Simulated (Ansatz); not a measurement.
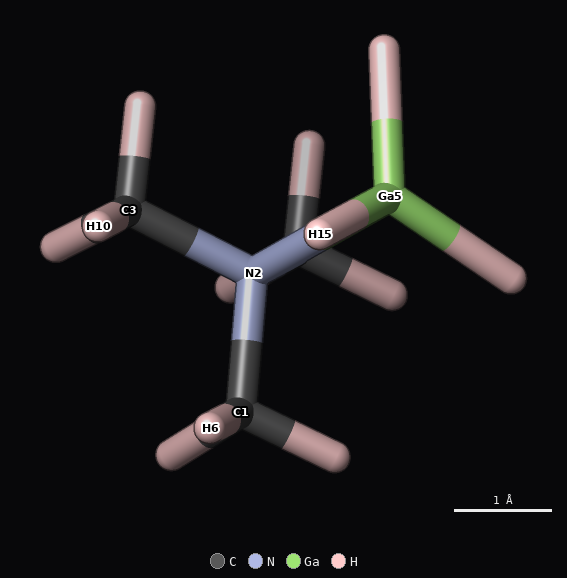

Fig. 1: The input geometry (stick view, seen at a tilt; atoms are numbered from 1 in the order of the input). Sticks mark near contacts.

# Molecular dynamics, with input and output: C₃H₁₂GaN

The run: molecular dynamics of C₃H₁₂GaN, SMILES C[N+](C)(C)[GaH3-]. Method and program: RKS BLYP/6-31G* (Ansatz 0.2.0).

The geometry comes from this level: PBE0-D4/def2-TZVP. Figures and captions count atoms from 1; the log counts them from 0 in places.

Input
```yaml
crystal:
  periodic: [false, false, false]
  atoms:
    - {symbol: C, position_ang: [-0.397378, 0.308881, -1.432775]}
    - {symbol: N, position_ang: [0.102843, -0.048375, -0.105165]}
    - {symbol: C, position_ang: [1.381579, 0.614510, 0.151403]}
    - {symbol: C, position_ang: [0.250952, -1.499425, 0.008550]}
    - {symbol: Ga, position_ang: [-1.313789, 0.610451, 1.358702]}
    - {symbol: H, position_ang: [-0.529308, 1.389395, -1.489996]}
    - {symbol: H, position_ang: [0.302971, -0.013249, -2.213496]}
    - {symbol: H, position_ang: [-1.363420, -0.169238, -1.595156]}
    - {symbol: H, position_ang: [1.724661, 0.361000, 1.154507]}
    - {symbol: H, position_ang: [1.246644, 1.694534, 0.091851]}
    - {symbol: H, position_ang: [2.136971, 0.302110, -0.580433]}
    - {symbol: H, position_ang: [0.595459, -1.749529, 1.012025]}
    - {symbol: H, position_ang: [0.971732, -1.877110, -0.727402]}
    - {symbol: H, position_ang: [-0.715888, -1.974984, -0.156557]}
    - {symbol: H, position_ang: [-1.290762, 2.160545, 1.031434]}
    - {symbol: H, position_ang: [-2.566458, -0.228861, 0.872090]}
    - {symbol: H, position_ang: [-0.556006, 0.119047, 2.660517]}
basis:
  gaussian: {orbitals: "6-31G*"}
hamiltonian: {xc: {name: BLYP}}
md: {timestep: 2 fs, n_steps: 20, ensemble: nve, temperature: 1500, initial_velocities: maxwell_boltzmann, seed: 916}
```

Launched with:
```bash
ansatz run in.yaml --threads 4 --pin off --events-out ev --progress --plain --max-ram 11315MiB
```

Output
```
Functional definition: BLYP
  name "BLYP"
  cite "Becke, Phys. Rev. A 38, 3098 (1988) doi:10.1103/PhysRevA.38.3098"
  cite "Lee, Yang & Parr, Phys. Rev. B 37, 785 (1988) doi:10.1103/PhysRevB.37.785"
  parameter beta = 0.0042
  parameter a = 0.04918
  parameter b = 0.132
  parameter c = 0.2533
  parameter d = 0.349
  exchange = b88_x(beta = beta)
  correlation = lyp_c(a = a, b = b, c = c, d = d)
1617 factors; their error is unknown
mean field evaluation 1: about -57155.4245 eV, gradient 6.8e1 eV
mean field evaluation 2: about -57139.5741 eV, gradient 1.1e2 eV
mean field evaluation 4: about -57165.6646 eV, gradient 6.7e0 eV
mean field evaluation 8: about -57165.7414 eV, gradient 1.5e-1 eV
mean field evaluation 16: about -57165.6549 eV, gradient 2.5e-4 eV
mean field -57165.65494521 eV, -2100.7990709638 hartree, gradient 4.3e-5 eV, S^2 0.000000; 0 other end points of the search recorded, 0 dependent functions left out
the calculation of the forces begins
reference -57165.65533347 eV, -2100.7990852322 hartree; 34, 34 occupied and 85, 85 virtual orbitals, 1617 factors
md step     0: t =     0.00 fs  T =  1500.0 K  F+E_penalty+E_count = -57165.65494521 eV  E_kin = 2.908350 eV  conserved = -57162.74659523 eV  (29 SCF iters)
these checks for a lower state are left out or cut short: starts, cluster_reference, orbital_swaps, neighbouring_geometries, increment
1617 factors; their error is unknown
mean field -57164.19433902 eV, -2100.7453946764 hartree, gradient 1.4e-5 eV, S^2 0.000000; 0 other end points of the search recorded, 0 dependent functions left out
[... from here on the field's lines of each further geometry are left out, up to the last ...]
md step     1: t =     2.00 fs  T =   984.6 K  F+E_penalty+E_count = -57164.19433902 eV  E_kin = 1.909080 eV  conserved = -57162.28525869 eV  (29 SCF iters)
md step     2: t =     4.00 fs  T =   677.5 K  F+E_penalty+E_count = -57163.74088385 eV  E_kin = 1.313595 eV  conserved = -57162.42728915 eV  (30 SCF iters)
md step     3: t =     6.00 fs  T =   598.7 K  F+E_penalty+E_count = -57163.56474347 eV  E_kin = 1.160726 eV  conserved = -57162.40401720 eV  (29 SCF iters)
md step     4: t =     8.00 fs  T =   628.2 K  F+E_penalty+E_count = -57163.68510639 eV  E_kin = 1.218021 eV  conserved = -57162.46708552 eV  (29 SCF iters)
md step     5: t =    10.00 fs  T =   946.3 K  F+E_penalty+E_count = -57164.14066088 eV  E_kin = 1.834864 eV  conserved = -57162.30579713 eV  (30 SCF iters)
md step     6: t =    12.00 fs  T =  1154.3 K  F+E_penalty+E_count = -57164.37317627 eV  E_kin = 2.238027 eV  conserved = -57162.13514912 eV  (36 SCF iters)
md step     7: t =    14.00 fs  T =   748.6 K  F+E_penalty+E_count = -57163.62993256 eV  E_kin = 1.451421 eV  conserved = -57162.17851111 eV  (30 SCF iters)
md step     8: t =    16.00 fs  T =   589.3 K  F+E_penalty+E_count = -57163.24603371 eV  E_kin = 1.142631 eV  conserved = -57162.10340303 eV  (30 SCF iters)
md step     9: t =    18.00 fs  T =   843.3 K  F+E_penalty+E_count = -57163.82319141 eV  E_kin = 1.635083 eV  conserved = -57162.18810847 eV  (30 SCF iters)
md step    10: t =    20.00 fs  T =   861.0 K  F+E_penalty+E_count = -57163.91840507 eV  E_kin = 1.669312 eV  conserved = -57162.24909304 eV  (30 SCF iters)
md step    11: t =    22.00 fs  T =  1009.5 K  F+E_penalty+E_count = -57164.56813838 eV  E_kin = 1.957383 eV  conserved = -57162.61075543 eV  (30 SCF iters)
md step    12: t =    24.00 fs  T =   932.7 K  F+E_penalty+E_count = -57164.37894157 eV  E_kin = 1.808361 eV  conserved = -57162.57058099 eV  (29 SCF iters)
md step    13: t =    26.00 fs  T =   666.3 K  F+E_penalty+E_count = -57163.75070629 eV  E_kin = 1.291880 eV  conserved = -57162.45882599 eV  (30 SCF iters)
md step    14: t =    28.00 fs  T =   625.1 K  F+E_penalty+E_count = -57163.67592034 eV  E_kin = 1.212034 eV  conserved = -57162.46388635 eV  (30 SCF iters)
md step    15: t =    30.00 fs  T =   842.0 K  F+E_penalty+E_count = -57164.22725144 eV  E_kin = 1.632617 eV  conserved = -57162.59463488 eV  (30 SCF iters)
md step    16: t =    32.00 fs  T =   788.4 K  F+E_penalty+E_count = -57163.83363707 eV  E_kin = 1.528619 eV  conserved = -57162.30501809 eV  (30 SCF iters)
md step    17: t =    34.00 fs  T =  1015.3 K  F+E_penalty+E_count = -57164.28475475 eV  E_kin = 1.968487 eV  conserved = -57162.31626756 eV  (30 SCF iters)
md step    18: t =    36.00 fs  T =   788.5 K  F+E_penalty+E_count = -57163.76497271 eV  E_kin = 1.528746 eV  conserved = -57162.23622697 eV  (30 SCF iters)
md step    19: t =    38.00 fs  T =   519.8 K  F+E_penalty+E_count = -57163.17687023 eV  E_kin = 1.007855 eV  conserved = -57162.16901476 eV  (50 SCF iters)
the calculation of the forces begins
reference -57163.66292505 eV, -2100.7258655733 hartree; 34, 34 occupied and 85, 85 virtual orbitals, 1617 factors
1617 factors; their error is unknown
mean field evaluation 192: about -57163.6625 eV, gradient 4.2e-3 eV
mean field -57163.66252287 eV, -2100.7258507934 hartree, gradient 1.5e-5 eV, S^2 0.000000; 1 other end points of the search recorded, 0 dependent functions left out
the calculation of the forces begins
reference -57163.66292505 eV, -2100.7258655733 hartree; 34, 34 occupied and 85, 85 virtual orbitals, 1617 factors
md step    20: t =    40.00 fs  T =   742.2 K  F+E_penalty+E_count = -57163.66252287 eV  E_kin = 1.439092 eV  conserved = -57162.22343069 eV  (50 SCF iters)
```

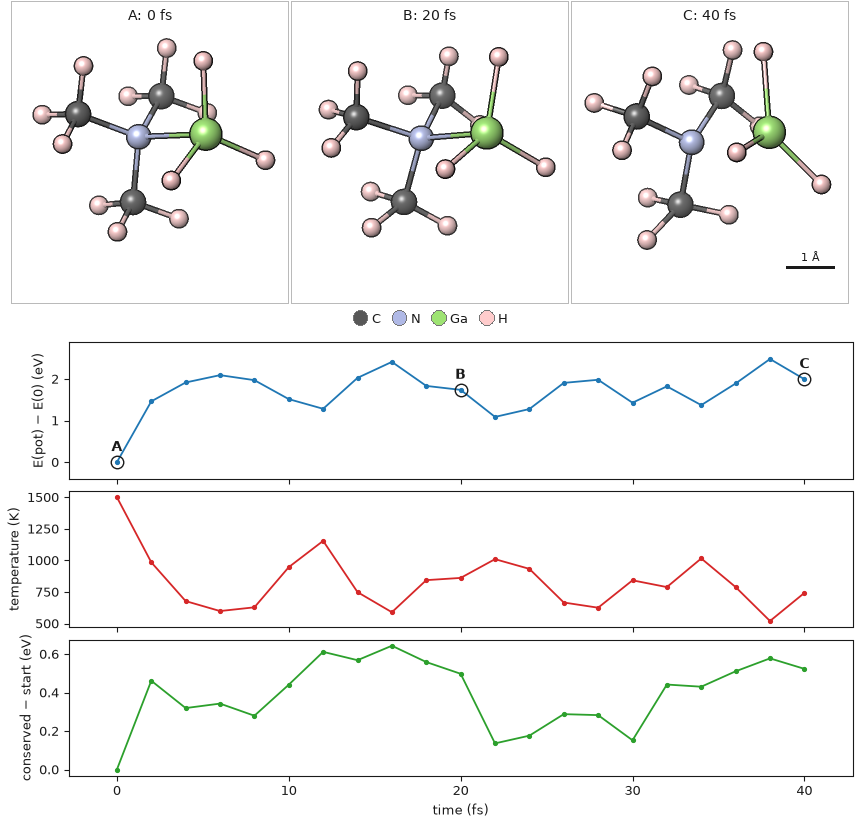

Fig. 2: Frames of the molecular dynamics (ball-and-stick, seen at a tilt) above the curves, on which the letters mark them. The trajectory kept here has 21 frames over 40 fs. The temperature starts at 1500 K, ranges from 520 to 1500 K and averages 799 K over the second half. The potential energy ends 1.992 eV above its first value. The conserved quantity stays within 0.64 eV. After an unweighted best fit of the last frame on the first, the root-mean-square displacement is 0.40 Å, and H15 has moved furthest (0.87 Å).

```
Total energy: -57163.66292505 eV, -2100.7258655733 hartree
Atom 0 at    -0.191995     0.152712    -1.787765 Å, force     1.344479     3.354750     1.212920 eV/Å
Atom 1 at     0.179771    -0.064568    -0.352737 Å, force    -0.147547    -0.401648     0.690090 eV/Å
Atom 2 at     1.358092     0.672737     0.080964 Å, force    -0.516310     0.214379     2.344301 eV/Å
Atom 3 at     0.254494    -1.558241    -0.041993 Å, force    -0.782663     0.543813     0.262084 eV/Å
Atom 4 at    -1.372907     0.635974     1.495499 Å, force     0.358838    -0.873265     0.238651 eV/Å
Atom 5 at    -0.054865     1.336071    -2.129423 Å, force    -1.253020    -2.534940     1.230742 eV/Å
Atom 6 at     0.582380    -0.253760    -2.392982 Å, force     0.501854    -1.375990    -1.123634 eV/Å
Atom 7 at    -1.148819    -0.314020    -1.729994 Å, force    -1.242405    -0.008827    -1.597729 eV/Å
Atom 8 at     1.412066     0.640454     1.202454 Å, force     0.204452    -0.342060    -0.577776 eV/Å
Atom 9 at     1.170207     1.692225    -0.101037 Å, force    -0.445740     1.833735    -0.466461 eV/Å
Atom 10 at     2.335822     0.514676    -0.308426 Å, force     1.184428    -1.147180    -0.939224 eV/Å
Atom 11 at     0.454325    -1.574076     1.160850 Å, force    -1.047875    -0.764058    -2.836260 eV/Å
Atom 12 at     1.075671    -2.013986    -0.596373 Å, force     0.858178    -0.101621     0.084593 eV/Å
Atom 13 at    -0.665771    -2.061675    -0.628672 Å, force     1.233993     0.809226     2.257703 eV/Å
Atom 14 at    -1.169273     2.122363     1.756704 Å, force     0.376537     1.201635    -0.046914 eV/Å
Atom 15 at    -2.820948     0.433238     0.830518 Å, force     0.221092    -0.540868     0.085479 eV/Å
Atom 16 at    -0.403613    -0.180366     2.645310 Å, force    -0.848291     0.132920    -0.818565 eV/Å
Dipole moment:     0.555867    -0.291793    -0.701065 e Å
```

Trajectory as extended XYZ (Å, eV, eV/Å), 6 of the 21 frames kept, from step=0 to step=20
```
17
Properties=species:S:1:pos:R:3:forces:R:3 step=0 time_fs=0.0 energy=-57165.65495 temperature=1500.0
C    -0.3974    0.3089   -1.4328   -0.2309   0.1571  -0.4989
N     0.1028   -0.0484   -0.1052   -0.2249   0.1046   0.2329
C     1.3816    0.6145    0.1514    0.4802   0.2791   0.1343
C     0.2510   -1.4994    0.0086    0.0283  -0.5654   0.0773
Ga   -1.3138    0.6105    1.3587   -0.2738   0.1273   0.2820
H    -0.5293    1.3894   -1.4900   -0.0465   0.3192  -0.0503
H     0.3030   -0.0132   -2.2135    0.2081  -0.0920  -0.2858
H    -1.3634   -0.1692   -1.5952   -0.2876  -0.1316  -0.0806
H     1.7247    0.3610    1.1545    0.1318  -0.0595   0.2926
H     1.2466    1.6945    0.0919   -0.0063   0.3260  -0.0146
H     2.1370    0.3021   -0.5804    0.2763  -0.0804  -0.2251
H     0.5955   -1.7495    1.0120    0.1063  -0.1071   0.2895
H     0.9717   -1.8771   -0.7274    0.2331  -0.1612  -0.2305
H    -0.7159   -1.9750   -0.1566   -0.2728  -0.1725  -0.0484
H    -1.2908    2.1605    1.0314   -0.0216   0.1721  -0.0089
H    -2.5665   -0.2289    0.8721   -0.1543  -0.0758  -0.0255
H    -0.5560    0.1190    2.6605    0.0545  -0.0399   0.1601
17
Properties=species:S:1:pos:R:3:forces:R:3 step=4 time_fs=8.0 energy=-57163.68511 temperature=628.2
C    -0.2798    0.2759   -1.4803   -3.1191   3.2787  -0.9333
N     0.0652    0.0010   -0.0916   -0.4709  -3.1025  -0.6074
C     1.3411    0.6157    0.0943    0.0379   0.4077   3.8898
C     0.2517   -1.5037   -0.0331   -3.6891  -0.5308   0.4406
Ga   -1.3192    0.6196    1.3874    0.0291  -1.0960   0.7665
H    -0.5321    1.4648   -1.7574    1.4486  -2.7387   0.8561
H     0.3259   -0.2695   -2.1426    1.9712  -0.0654  -1.3419
H    -1.2228   -0.1477   -1.7615   -1.3454  -0.5666   0.4383
H     1.6244    0.4905    1.1957    0.1341   0.1497  -1.2372
H     1.0396    1.6039   -0.0622    0.6893   2.4748  -0.1370
H     2.0950    0.3087   -0.5662    1.4334  -0.7049  -1.2527
H     0.4902   -1.9070    0.8971    1.1482   0.3246   2.6017
H     1.0535   -1.7648   -0.6519    1.0345  -0.9118  -1.8236
H    -0.7543   -2.1257   -0.0730    1.4924   1.4206  -1.2823
H    -1.0336    2.1213    0.8889   -0.4028   0.0278   0.5272
H    -2.4981   -0.3897    0.9028   -0.1119   0.5535  -0.0211
H    -0.6639   -0.2631    2.7622   -0.2795   1.0793  -0.8837
17
Properties=species:S:1:pos:R:3:forces:R:3 step=8 time_fs=16.0 energy=-57163.24603 temperature=589.3
C    -0.2675    0.2286   -1.6000    2.1716   2.1535   0.6379
N     0.0245   -0.0531   -0.1088    1.7791   0.9791  -1.4385
C     1.3310    0.6899    0.0979    1.8770  -0.1295   0.7646
C     0.2324   -1.5341   -0.0423    0.6149  -0.5224   1.3076
Ga   -1.3253    0.6211    1.4207   -0.9131   1.0870  -1.9807
H    -0.0263    1.4070   -1.8167   -1.7537  -2.4276   0.5667
H     0.6546   -0.1832   -2.1575   -1.6666  -0.3547   0.1551
H    -1.2690   -0.2129   -1.7122    0.1680   0.4885  -1.1014
H     1.7353    0.6127    1.1693   -0.6963  -0.1413  -1.1451
H     1.3305    1.7936   -0.1553   -0.7264  -0.9930   0.2758
H     2.1155    0.2368   -0.5917   -0.4905   0.2361   0.6026
H     0.6850   -1.7418    1.2427   -1.8822  -0.0978  -4.0158
H     1.0019   -1.8454   -0.8150    0.1072   0.2333   1.0459
H    -0.7222   -1.9877   -0.5677    1.1864   0.2226   2.2000
H    -1.0029    2.1675    1.0111   -0.4057  -0.3580   0.4318
H    -2.5400   -0.2717    0.8938   -0.4434   0.3579  -0.2295
H    -0.8448   -0.1605    2.5566    1.0736  -0.7337   1.9229
17
Properties=species:S:1:pos:R:3:forces:R:3 step=12 time_fs=24.0 energy=-57164.37894 temperature=932.7
C    -0.2208    0.1931   -1.6632   -0.0096  -2.4497  -0.9126
N     0.0447   -0.0761   -0.1856    0.7710   1.2549  -0.4627
C     1.3672    0.7430    0.1147    0.4491  -0.9292  -2.2714
C     0.2400   -1.5339   -0.0717    2.3320  -1.0162   3.3196
Ga   -1.3372    0.6241    1.4447   -0.4487  -0.9717   0.7068
H    -0.1952    1.2263   -1.7837    0.5225   2.1944  -0.4948
H     0.5812   -0.3768   -2.3266   -1.1667   1.2176   1.1298
H    -1.2299   -0.0780   -2.1098    0.6662  -0.3863   1.1581
H     1.6897    0.6322    1.1391   -0.2601  -0.0072   0.7205
H     1.3223    1.8672   -0.1982   -0.2871  -1.9777   0.4822
H     2.1412    0.1610   -0.5240   -0.5503   1.2257   0.6748
H     0.3903   -1.9004    1.1101    0.0368   1.1894  -2.7732
H     1.1289   -1.9101   -0.7020   -1.0666   0.3551   0.6781
H    -0.6740   -2.0108   -0.3072   -1.1908  -0.6733  -0.8469
H    -1.1676    2.1762    1.3711    0.1966   0.4326  -0.0656
H    -2.7545    0.0674    0.8074    0.4976   0.0219   0.2998
H    -0.6538   -0.1404    2.8934   -0.4918   0.5197  -1.3424
17
Properties=species:S:1:pos:R:3:forces:R:3 step=16 time_fs=32.0 energy=-57163.83364 temperature=788.4
C    -0.1875    0.1736   -1.7241   -1.7018  -1.9344   0.4851
N     0.1000   -0.0512   -0.2808    0.5463  -1.2272   0.6804
C     1.3967    0.7115    0.1070   -2.1740   0.1619  -2.3969
C     0.2447   -1.5609   -0.0570    0.7901   3.8015  -7.2172
Ga   -1.3529    0.6222    1.4724   -0.6149   2.3931  -1.0058
H    -0.2177    1.1925   -1.8881    0.4247   2.5964  -0.6540
H     0.4805   -0.3755   -2.3679    1.0131  -0.0727  -0.4527
H    -1.2000   -0.1667   -2.0701    0.2751  -0.1396   0.8534
H     1.4561    0.6560    1.1450    0.5780  -0.1617   2.1084
H     1.0903    1.7303   -0.1847    0.7159   0.1417   0.2049
H     2.2959    0.3859   -0.4326    0.0716  -0.2079  -0.0448
H     0.3319   -1.7924    0.8340    1.3861  -1.4470   9.6627
H     1.1344   -1.9513   -0.5387    0.2656  -0.2888  -0.8746
H    -0.6300   -2.0678   -0.2616   -2.2798  -1.0673  -1.6751
H    -1.2347    2.3390    1.6714    0.2030  -0.9284  -0.4233
H    -2.7679    0.4064    0.8452   -0.2001  -0.5530  -0.1619
H    -0.6416    0.0701    2.6623    0.7013  -1.0666   0.9116
17
Properties=species:S:1:pos:R:3:forces:R:3 step=20 time_fs=40.0 energy=-57163.66252 temperature=742.2
C    -0.1920    0.1527   -1.7878    1.3445   3.3548   1.2129
N     0.1798   -0.0646   -0.3527   -0.1475  -0.4016   0.6901
C     1.3581    0.6727    0.0810   -0.5163   0.2144   2.3443
C     0.2545   -1.5582   -0.0420   -0.7827   0.5438   0.2621
Ga   -1.3729    0.6360    1.4955    0.3588  -0.8733   0.2387
H    -0.0549    1.3361   -2.1294   -1.2530  -2.5349   1.2307
H     0.5824   -0.2538   -2.3930    0.5019  -1.3760  -1.1236
H    -1.1488   -0.3140   -1.7300   -1.2424  -0.0088  -1.5977
H     1.4121    0.6405    1.2025    0.2045  -0.3421  -0.5778
H     1.1702    1.6922   -0.1010   -0.4457   1.8337  -0.4665
H     2.3358    0.5147   -0.3084    1.1844  -1.1472  -0.9392
H     0.4543   -1.5741    1.1608   -1.0479  -0.7641  -2.8363
H     1.0757   -2.0140   -0.5964    0.8582  -0.1016   0.0846
H    -0.6658   -2.0617   -0.6287    1.2340   0.8092   2.2577
H    -1.1693    2.1224    1.7567    0.3765   1.2016  -0.0469
H    -2.8209    0.4332    0.8305    0.2211  -0.5409   0.0855
H    -0.4036   -0.1804    2.6453   -0.8483   0.1329  -0.8186
```

Key numbers

```tsv
quantity	value
outcome	finished
mean temperature over the second half	799 K
trajectory	20 steps, 40 fs
ensemble	nve
temperature in the input	1500 K
time step	2 fs
potential energy (last step)	−57163.6629 eV
SCF solution under orbital rotations (last step)	stable
largest force (length of the vector) (last step)	3.812 eV/Å
dipole moment (last step)	4.52 D
hardware	4 threads of Arm Neoverse V1, 23 GiB of memory available, shared host
wall time	42 s (CPU time 2.6 min)
peak memory	0.19 GiB
```

Remarks

So short a trajectory is not equilibrated.
